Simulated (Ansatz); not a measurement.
# SiO (SMILES O=[Si]): B2PLYP/STO-3G

Aim: the energy change on altering one bond length of SiO at B2PLYP/STO-3G, from 2 runs. 

The calculation is run with Ansatz 0.2.0.

55 further runs of the same task are left out: 15 that didn't finish, 40 set aside as unsound or not needed.

### Step 1. The system as given

SiO: 2 atoms, total charge 0, spin state singlet. SMILES: `O=[Si]`. Geometry: relaxed at PBE0-D4/def2-TZVP.

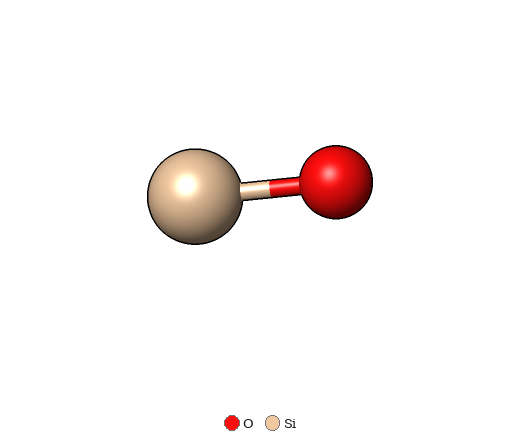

Viewed from a chosen angle; oxygen red, silicon light orange.

### Step 2. A single-point energy at B2PLYP/STO-3G

File molecule.yaml:

```yaml
crystal:
  periodic: [false, false, false]
  atoms:
    - {symbol: O, position_ang: [-0.640700, 0.231500, -0.324000]}
    - {symbol: Si, position_ang: [0.640700, -0.231500, 0.324000]}
basis:
  gaussian: {orbitals: STO-3G}
accuracy: high
correlation: {frozen_orbitals: {O: 1, Si: 5}}
hamiltonian: {xc: {name: B2PLYP}}
```

Command:

```bash
$ ansatz run molecule.yaml --threads 1 --pin off --max-ram 2610MiB --events-out events.jsonl --progress --plain --runs-dir runs
```

The log of the run:

```text
Warning: RAYON_NUM_THREADS=1 ignored (pool sized by the plan → 1); use --threads N
Functional definition: B2PLYP
  name "B2PLYP"
  parameter a = 0.53
  parameter c = 0.27
  exchange = (1 - a)*b88_x + a*exact_x
  correlation = (1 - c)*lyp_c + c*(mp2_os + mp2_ss)
224 factors; integrals over basis functions are off by at most 2.4e-8 eV
mean field evaluation 1: about -9791.1254 eV, gradient 3.6e1 eV
mean field evaluation 2: about -9791.1310 eV, gradient 3.6e1 eV
mean field evaluation 4: about -9796.3009 eV, gradient 8.7e0 eV
mean field evaluation 8: about -9796.5023 eV, gradient 8.6e-2 eV
mean field evaluation 16: about -9796.5023 eV, gradient 1.4e-7 eV
mean field -9796.50229880 eV, -360.0148191730 hartree, gradient 2.9e-8 eV, S^2 0.000000; 0 other end points of the search recorded, 0 dependent functions left out
6 core orbitals not correlated: weight in the atoms' cores, before any rotation towards them, 1.000 or more for the frozen orbitals, at most 0.000 for the correlated occupied ones
reference -9796.50231126 eV, -360.0148196310 hartree; 5, 5 occupied and 3, 3 virtual orbitals, 224 factors
second order -5.70711221 eV of doubles, -0.00000000 eV of singles
Total energy: -9798.04323156 eV, -360.0714474075 hartree
```

It took 0.64 s on 1 thread of Arm Neoverse V1, shared host.

### Step 3. The distorted shape at the same level

File in.yaml:

```yaml
basis:
  gaussian:
    orbitals: STO-3G
crystal:
  periodic: [false, false, false]
  atoms:
    - {symbol: O, position_ang: [-0.961042, 0.347247, -0.485996]}
    - {symbol: Si, position_ang: [0.640700, -0.231500, 0.324000]}
hamiltonian:
  xc: {name: B2PLYP}
correlation:
  frozen_orbitals: {O: 1, Si: 5}
accuracy: high
```

Command:

```bash
$ ansatz run in.yaml --threads 1 --pin off --max-ram 2610MiB --events-out events.jsonl --progress --plain --runs-dir runs
```

The log of the run, shortened:

```text
Warning: RAYON_NUM_THREADS=1 ignored (pool sized by the plan → 1); use --threads N
[... 2 set-up lines as earlier in the session ...]
[...]
224 factors; integrals over basis functions are off by at most 2.8e-8 eV
[...]
mean field -9793.51240925 eV, -359.9049427590 hartree, gradient 5.8e-9 eV, S^2 0.000000; 2 other end points of the search recorded, 0 dependent functions left out; unrestricted orbitals would lower it
6 core orbitals not correlated: weight in the atoms' cores, before any rotation towards them, 1.000 or more for the frozen orbitals, at most 0.000 for the correlated occupied ones
reference -9793.51242209 eV, -359.9049432308 hartree; 5, 5 occupied and 3, 3 virtual orbitals, 224 factors
second order -10.09602097 eV of doubles, -0.00000000 eV of singles
Total energy: -9796.23834776 eV, -360.0051191512 hartree
```

Run time: 0.9 s. Hardware: 1 thread of Arm Neoverse V1, shared host.

### Step 4. Outcome

Level: B2PLYP/STO-3G, 6 core orbitals frozen.

| quantity | value |
| --- | --- |
| first shape: total energy | -360.07145 Eh |
| distorted shape: total energy | -360.00512 Eh |
| energy change with the O1–Si2 bond stretched from 1.509 to 1.886 Å | 1.805 eV |

What this shows: With the O1–Si2 bond stretched from 1.509 to 1.886 Å the energy rises by 1.80 eV (174 kJ/mol). The first shape isn't relaxed at this level, so the change isn't measured from a minimum. The minimal basis adds a large error of its own. The restricted solution (distorted shape) is unstable to spin breaking: an unrestricted one lies lower.
